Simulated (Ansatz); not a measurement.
# Molecular dynamics of SiH3F3 (part 3 of 3)

Continued. System: SiH3F3. Method: RKS CAM-B3LYP-D4/cc-pVDZ (Ansatz 0.2.0). It belongs to a series of runs on one base structure; here: dynamics from the highest image of the converged band.

Geometry of the input (Å):
```
Si -0.0712  0.3550  -0.2308
F  1.1405  -0.3540  1.0431
F  -1.1825  0.2367  -1.4351
F  -0.8674  1.1964  0.9055
H  1.0405  1.0128  -0.9313
H  0.3433  -1.1604  0.6385
H  -0.4031  -1.2865  0.0101
```

**What the program printed, continued**
```
md step   196: t =    98.00 fs  T =  1384.9 K  F+E_penalty+E_count = -16077.93810254 eV  E_kin = 0.895084 eV  conserved = -16077.04301882 eV  (26 SCF iters, 3 dispersion substeps)
md step   197: t =    98.50 fs  T =  1390.1 K  F+E_penalty+E_count = -16077.94152889 eV  E_kin = 0.898398 eV  conserved = -16077.04313082 eV  (25 SCF iters, 3 dispersion substeps)
md step   198: t =    99.00 fs  T =  1411.8 K  F+E_penalty+E_count = -16077.95623325 eV  E_kin = 0.912461 eV  conserved = -16077.04377238 eV  (27 SCF iters, 3 dispersion substeps)
md step   199: t =    99.50 fs  T =  1436.5 K  F+E_penalty+E_count = -16077.97284825 eV  E_kin = 0.928413 eV  conserved = -16077.04443565 eV  (27 SCF iters, 3 dispersion substeps)
these checks for a lower state are left out or cut short: starts, cluster_reference, orbital_swaps, neighbouring_geometries, increment
775 factors; integrals over basis functions are off by at most 7.4e-4 eV
228 factors; integrals over basis functions are off by at most 3.7e-6 eV
mean field -16077.92383533 eV, -590.8528029402 hartree, gradient 7.8e-5 eV, S^2 0.000000; 0 other end points of the search recorded, 0 dependent functions left out
the calculation of the forces begins
reference -16077.92394069 eV, -590.8528068121 hartree; 22, 22 occupied and 53, 53 virtual orbitals, 775 factors
775 factors; integrals over basis functions are off by at most 7.4e-4 eV
228 factors; integrals over basis functions are off by at most 3.7e-6 eV
mean field -16077.92383533 eV, -590.8528029402 hartree, gradient 7.8e-5 eV, S^2 0.000000; 1 other end points of the search recorded, 0 dependent functions left out
the calculation of the forces begins
reference -16077.92394069 eV, -590.8528068121 hartree; 22, 22 occupied and 53, 53 virtual orbitals, 775 factors
md step   200: t =   100.00 fs  T =  1449.6 K  F+E_penalty+E_count = -16077.98155116 eV  E_kin = 0.936849 eV  conserved = -16077.04470182 eV  (24 SCF iters, 3 dispersion substeps)
```

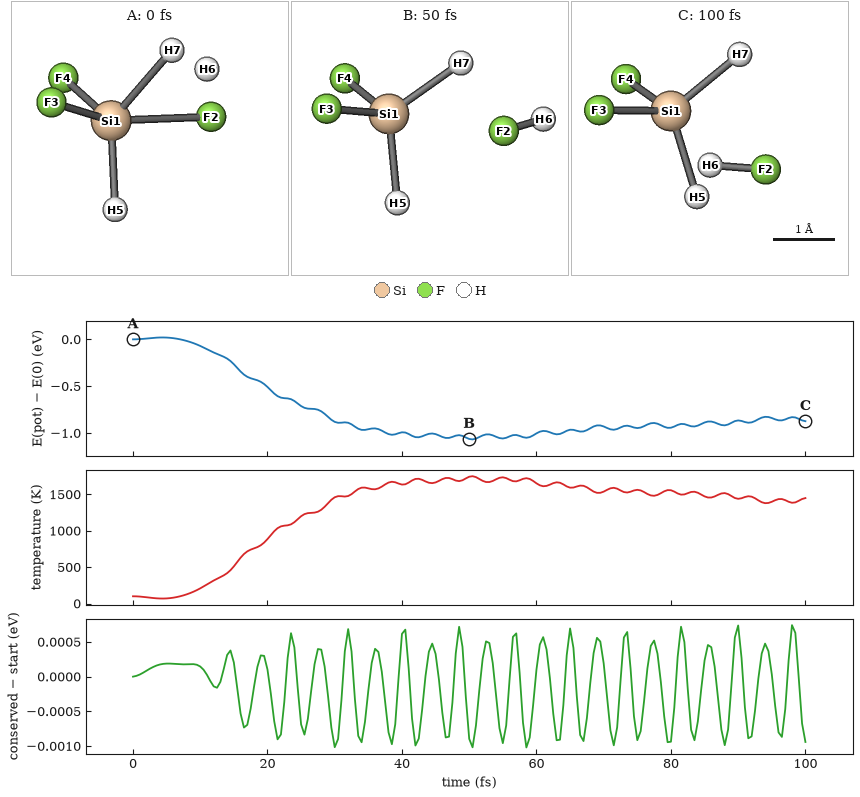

Fig. 1: Frames of the molecular dynamics (ball-and-stick, seen at a tilt) above the curves, on which the letters mark them. The trajectory kept here has 201 frames over 100 fs. The temperature starts at 100 K, ranges from 69 to 1750 K and averages 1554 K over the second half. The potential energy ends 0.873 eV below its first value. The conserved quantity stays within 0.0018 eV. After an unweighted best fit of the last frame on the first, the root-mean-square displacement is 1.42 Å, and H6 has moved furthest (2.35 Å).

```
Total energy: -16077.98165652 eV, -590.8549278296 hartree
Atom 0 at    -0.728785     0.078271    -0.765414 Å, force     0.612208    -0.683065     0.545794 eV/Å
Atom 1 at     2.352016    -0.486216     2.420186 Å, force    -0.077043     0.093430    -0.076921 eV/Å
Atom 2 at    -1.544374     1.014471    -1.778755 Å, force    -0.712393     0.281328    -0.812202 eV/Å
Atom 3 at    -0.762255     0.932122     0.619359 Å, force     0.251355    -0.020453     0.385213 eV/Å
Atom 4 at     0.652511    -0.021869    -1.298051 Å, force     0.001346     0.024435     0.129088 eV/Å
Atom 5 at     2.005814     0.368350     2.316482 Å, force    -0.011245    -0.068344     0.022038 eV/Å
Atom 6 at    -1.352506    -1.256312    -0.490570 Å, force    -0.064228     0.372669    -0.193011 eV/Å
Dipole moment:    -0.006473    -0.016047    -0.142136 e Å
```

**Trajectory as extended XYZ (Å, eV, eV/Å), 14 of the 201 frames kept, from step=0 to step=200**
```
7
Properties=species:S:1:pos:R:3:forces:R:3 step=0 time_fs=0.0 energy=-16077.10839 temperature=100.0
Si   -0.0712    0.3550   -0.2308    0.0158  -0.0156   0.0164
F     1.1405   -0.3540    1.0431   -0.0246  -0.0036  -0.0041
F    -1.1825    0.2367   -1.4351   -0.0022   0.0017   0.0059
F    -0.8674    1.1964    0.9055    0.0008   0.0069  -0.0048
H     1.0405    1.0128   -0.9313   -0.0037  -0.0032   0.0005
H     0.3433   -1.1604    0.6385    0.0268   0.0221  -0.0032
H    -0.4031   -1.2865    0.0101   -0.0130  -0.0082  -0.0106
7
Properties=species:S:1:pos:R:3:forces:R:3 step=15 time_fs=7.5 energy=-16077.11626 temperature=112.5
Si   -0.0845    0.3440   -0.2450   -0.3596   0.2850   0.0436
F     1.1422   -0.3476    1.0639   -0.0287  -0.5044  -0.1002
F    -1.1822    0.2443   -1.4437   -0.4487   0.0812  -0.4348
F    -0.8497    1.1919    0.9148   -0.0113  -0.0591  -0.0745
H     0.9798    1.0792   -0.9461    0.1918  -0.1865   0.1485
H     0.4139   -1.1273    0.6598    0.3558   0.2154   0.3804
H    -0.4154   -1.2582   -0.0054    0.3008   0.1684   0.0369
7
Properties=species:S:1:pos:R:3:forces:R:3 step=31 time_fs=15.5 energy=-16077.41294 temperature=571.0
Si   -0.1089    0.3367   -0.2628   -0.9610   0.0367  -0.8790
F     1.1533   -0.3496    1.0915    2.1327   0.9361   1.6252
F    -1.1952    0.2568   -1.4664   -0.6364   0.6081  -0.7706
F    -0.8310    1.1862    0.9231   -0.0204   0.1120   0.0328
H     1.0190    1.0560   -0.8815    0.0767  -0.0960   0.1128
H     0.6363   -1.1016    0.8778   -0.3266  -1.2320   0.1419
H    -0.3130   -1.1474   -0.0405   -0.2650  -0.3649  -0.2632
7
Properties=species:S:1:pos:R:3:forces:R:3 step=46 time_fs=23.0 energy=-16077.73832 temperature=1075.1
Si   -0.1479    0.3290   -0.2933   -0.4145  -1.3491  -0.3633
F     1.2044   -0.3522    1.1544    1.4667   1.5612   0.9053
F    -1.2256    0.2857   -1.5094   -0.5492   1.0406  -0.7241
F    -0.8143    1.1831    0.9308   -0.0409  -0.0366  -0.1715
H     1.0887    0.9823   -0.7705   -0.1977   0.0820  -0.1253
H     0.9432   -1.2170    1.2318   -0.5080  -1.6345   0.1617
H    -0.3086   -1.1808   -0.1759    0.2436   0.3364   0.3172
7
Properties=species:S:1:pos:R:3:forces:R:3 step=62 time_fs=31.0 energy=-16077.99736 temperature=1475.0
Si   -0.1981    0.2986   -0.3329   -0.3761   0.0910  -0.1069
F     1.2878   -0.3639    1.2547    0.7089   1.3511   0.1381
F    -1.2739    0.3469   -1.5758    0.0136   0.6801   0.0900
F    -0.7979    1.1777    0.9326   -0.0315  -0.4687  -0.6238
H     1.0667    0.9462   -0.7272   -0.1155   0.0770  -0.2459
H     1.3103   -1.1984    1.6115   -0.0726  -1.2899   0.5219
H    -0.2259   -1.1489   -0.1695   -0.1269  -0.4405   0.2266
7
Properties=species:S:1:pos:R:3:forces:R:3 step=77 time_fs=38.5 energy=-16078.12642 temperature=1673.7
Si   -0.2524    0.2660   -0.3719   -0.3214   0.1320  -0.0698
F     1.3871   -0.3781    1.3703    0.4245   0.2002   0.2253
F    -1.3197    0.4239   -1.6361    0.3536   0.0187   0.7798
F    -0.7838    1.1599    0.9170   -0.1229  -0.5585  -0.6780
H     0.9839    0.9461   -0.8119    0.0351  -0.1599  -0.0831
H     1.6100   -1.0861    1.9246   -0.0486  -0.1067   0.0667
H    -0.2028   -1.2019   -0.0598   -0.3203   0.4742  -0.2408
7
Properties=species:S:1:pos:R:3:forces:R:3 step=92 time_fs=46.0 energy=-16078.14941 temperature=1709.9
Si   -0.3125    0.2400   -0.4136    0.0111   1.1515  -0.6058
F     1.4996   -0.3929    1.4963    0.5146  -0.5507   0.7646
F    -1.3568    0.5024   -1.6760    0.1299  -0.2629   0.7672
F    -0.7734    1.1275    0.8833   -0.2386  -0.1367  -0.2466
H     0.9198    0.8685   -0.9383    0.1805  -0.2389   0.1488
H     1.8593   -0.9157    2.1994   -0.4560   0.5891  -0.7884
H    -0.3309   -1.1577   -0.0350   -0.1415  -0.5514  -0.0398
7
Properties=species:S:1:pos:R:3:forces:R:3 step=108 time_fs=54.0 energy=-16078.14775 temperature=1707.8
Si   -0.3759    0.2270   -0.4684    0.4931  -0.8881  -0.1996
F     1.6252   -0.4103    1.6337    0.6024  -0.3794   1.0170
F    -1.3930    0.5795   -1.6962   -0.2624   0.0031   0.1308
F    -0.7695    1.0893    0.8402   -0.2374   0.4190   0.2682
H     0.9434    0.6565   -0.9917    0.0253  -0.0785   0.2064
H     2.0645   -0.6802    2.4347   -0.6809   0.4026  -1.1495
H    -0.5506   -1.2241   -0.0840    0.0599   0.5214  -0.2732
7
Properties=species:S:1:pos:R:3:forces:R:3 step=123 time_fs=61.5 energy=-16078.08826 temperature=1616.7
Si   -0.4260    0.2047   -0.5246    0.5708  -0.3891   0.2702
F     1.7436   -0.4276    1.7611    0.8965  -0.0207   1.6085
F    -1.4334    0.6518   -1.7106   -0.2177   0.3556  -0.3577
F    -0.7723    1.0641    0.8059   -0.0516   0.3719   0.1348
H     0.9809    0.4180   -0.9397   -0.1104   0.2063  -0.0236
H     2.2039   -0.4283    2.6108   -1.0019   0.0315  -1.7539
H    -0.7493   -1.1807   -0.2302   -0.0857  -0.5555   0.1217
7
Properties=species:S:1:pos:R:3:forces:R:3 step=138 time_fs=69.0 energy=-16078.02656 temperature=1521.5
Si   -0.4683    0.1703   -0.5752   -0.6166  -0.8425   0.6587
F     1.8627   -0.4456    1.8883    0.8649   0.6102   1.7034
F    -1.4785    0.7329   -1.7331    0.3841   0.1966  -0.0448
F    -0.7766    1.0486    0.7747    0.1182  -0.0767  -0.2907
H     0.9699    0.2771   -0.8978   -0.0687   0.2308  -0.2068
H     2.2761   -0.1552    2.7164   -0.9731  -0.6058  -1.8461
H    -0.9467   -1.2476   -0.3525    0.2913   0.4875   0.0262
7
Properties=species:S:1:pos:R:3:forces:R:3 step=154 time_fs=77.0 energy=-16078.00365 temperature=1485.9
Si   -0.5235    0.1237   -0.6180   -0.6708   1.2542  -0.0872
F     1.9903   -0.4642    2.0243    0.5689   1.2582   1.4470
F    -1.5146    0.8242   -1.7576    0.7998  -0.3873   0.4841
F    -0.7778    1.0297    0.7333    0.1264  -0.3699  -0.2925
H     0.9101    0.2502   -0.9636   -0.0855   0.0097  -0.1552
H     2.2762    0.1261    2.7380   -0.6819  -1.2568  -1.5786
H    -1.0510   -1.2190   -0.4407   -0.0569  -0.5082   0.1825
7
Properties=species:S:1:pos:R:3:forces:R:3 step=169 time_fs=84.5 energy=-16078.01200 temperature=1497.8
Si   -0.5896    0.0969   -0.6586   -0.5107   0.5466  -0.4754
F     2.1103   -0.4783    2.1533    0.1022   1.3419   0.7487
F    -1.5270    0.8995   -1.7679    0.4006  -0.6404   0.4031
F    -0.7754    1.0023    0.6871    0.0640  -0.2348   0.1924
H     0.8138    0.2354   -1.1071    0.0018  -0.1606   0.0248
H     2.2090    0.3293    2.6581   -0.2131  -1.3335  -0.8599
H    -1.1195   -1.2973   -0.4500    0.1553   0.4808  -0.0335
7
Properties=species:S:1:pos:R:3:forces:R:3 step=185 time_fs=92.5 energy=-16077.97961 temperature=1447.2
Si   -0.6675    0.0840   -0.7116    0.7487   0.4710  -0.2733
F     2.2368   -0.4870    2.2915   -0.2445   1.2533   0.1991
F    -1.5294    0.9616   -1.7685   -0.5005  -0.1739  -0.3705
F    -0.7704    0.9661    0.6439    0.1113   0.0328   0.5984
H     0.7124    0.1351   -1.2457    0.0845  -0.1183   0.1515
H     2.1003    0.4312    2.4971    0.1437  -1.2366  -0.2827
H    -1.1707   -1.2648   -0.4554   -0.3432  -0.2283  -0.0225
7
Properties=species:S:1:pos:R:3:forces:R:3 step=200 time_fs=100.0 energy=-16077.98155 temperature=1449.6
Si   -0.7288    0.0783   -0.7654    0.6122  -0.6831   0.5458
F     2.3520   -0.4862    2.4202   -0.0770   0.0934  -0.0769
F    -1.5444    1.0145   -1.7788   -0.7124   0.2813  -0.8122
F    -0.7623    0.9321    0.6194    0.2514  -0.0205   0.3852
H     0.6525   -0.0219   -1.2981    0.0013   0.0244   0.1291
H     2.0058    0.3684    2.3165   -0.0112  -0.0683   0.0220
H    -1.3525   -1.2563   -0.4906   -0.0642   0.3727  -0.1930
```

**Summary**

```tsv
quantity	value
outcome	finished
mean temperature over the second half	1554 K
trajectory	200 steps, 100 fs
ensemble	nve
temperature in the input	100.0 K
time step	0.5 fs
potential energy (last step)	−16077.9817 eV
mean-field energy (last step)	−16077.9239 eV
largest force (length of the vector) (last step)	1.116 eV/Å
hardware	2 threads of Arm Neoverse V1, 24 GiB of memory available, shared host
wall time	4.5 min (CPU time 8.5 min)
peak memory	0.18 GiB
```

**Remarks**

So short a trajectory is not equilibrated.
